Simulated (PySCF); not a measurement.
**RuO2: structure of the quintet**

Aim: relax RuO2 as a quintet from a end-on start, check by its vibrations whether the end is a minimum, and collect its spectrum and constants.

The runs use PySCF 2.14.0; PBE0, basis Ru def2-TZVP with ECP28, O def2-TZVP, scalar-relativistic core potentials, no spin–orbit coupling, density fitting.

## Step 1: Where the work starts

3 atoms, charge 0, spin multiplicity 5.

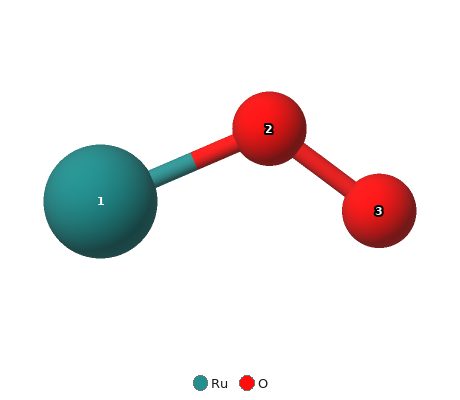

As it starts; ruthenium teal, oxygen red; atoms are numbered from 1 in the order of the file.

Coordinates in bohr (charge 0 multiplicity 5):
```
Ru    0.0000    0.0000    0.0000
O     0.0000    0.0000    3.6593
O     2.3674    0.0000    5.0199
```

## Step 2: Finding the electronic state

The steps below are one call of a driver around PySCF. For each, scf.py gives the equivalent set-up of the SCF; relaxations use the driver's own optimiser. After this first run the driver tries any further starts and a stability analysis.

The input, scf.py:

```python
from pyscf import gto, scf, dft
mol = gto.M(atom='''
Ru     0.000000     0.000000     0.000000
O      0.000000     0.000000     1.936400
O      1.252800     0.000000     2.656400''',
    basis={'Ru': 'def2-TZVP', 'O': 'def2-TZVP'},
    ecp={'Ru': 'def2-TZVP'},
    charge=0, spin=4)
mf = dft.UKS(mol, xc='PBE0')
mf.grids.atom_grid = (50, 194)
aux = {'Ru': 'def2-universal-JKFIT', 'O': 'def2-universal-JKFIT'}
mf = mf.density_fit(auxbasis=aux)
mf.conv_tol = 1e-08
mf.diis_space = 10
mf.max_cycle = 60
mf.init_guess = 'minao'
mf.verbose = 4
mf.kernel()
```

Run with:

```console
> OMP_NUM_THREADS=2 python axn.py task.json out
```

Further steps of the session: Relaxation: end-on start, quintet; Hessian and properties.

What does the calculation give? Wanted: minimum; geometry; wavenumbers; dipole moment; highest occupied, lowest empty level; polar-tensor charge of Ru1; zero-point energy; atomisation energy; ⟨S²⟩.

**Answer**, as computed:

| quantity | value |
| --- | --- |
| minimum | quintet, Cs |
| geometry | O–O 1.300 Å, Ru–O 1.925 Å, Ru–O 2.370 Å; O–O–Ru 54.2°, O–O–Ru 92.5°, O–Ru–O 33.2° |
| wavenumbers (cm⁻¹) | 92 (a'), 504 (a'), 1196 (a') |
| dipole moment | 3.83 D |
| highest occupied, lowest empty level (either spin) | -5.82, -2.65 eV |
| polar-tensor charge of Ru1 | +0.58 e |
| zero-point energy | 10.7 kJ/mol |
| entropy at 298.15 K | 299.2 J/(mol K) |
| atomisation energy (no zero-point energy) | 590 kJ/mol |
| ⟨S²⟩ | 6.012 |

**Reading.** The molecule stays Cs, as typed, and the end point is a minimum. In the infrared the band at 1196 cm⁻¹ (a') leads. Most of the spin sits on Ru1 (Mulliken spin 2.91, against 4 for the whole molecule). Only this shape and spin were tried, so other structures or states may lie lower. Open d and f shells are described by one determinant, and the ground state may have another occupation or spin.
